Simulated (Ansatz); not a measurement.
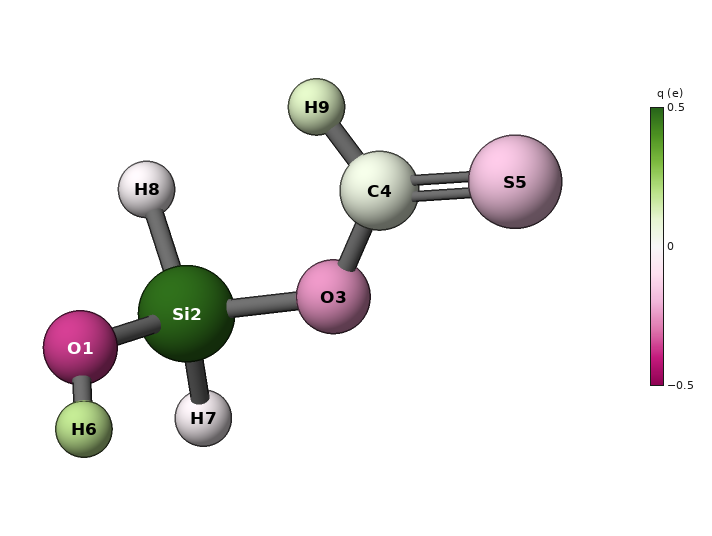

Atoms are coloured by their Mulliken charges. Computed geometry: PBE0-D4/def2-TZVP optimisation. Method: RKS ωB97M-V/def2-TZVPP (Ansatz 0.2.0).

Which atom carries the highest charge (most positive or least negative)?

Si2 (0.48 e).

And the lowest?

O1 (−0.36 e).

List the Mulliken charges.

| atom | value (e) |
| --- | --- |
| O1 | −0.36 |
| Si2 | 0.48 |
| O3 | −0.25 |
| C4 | 0.05 |
| S5 | −0.17 |
| H6 | 0.19 |
| H7 | −0.03 |
| H8 | −0.02 |
| H9 | 0.12 |

Mulliken values depend strongly on the basis set and can even reverse the polarity of a bond.
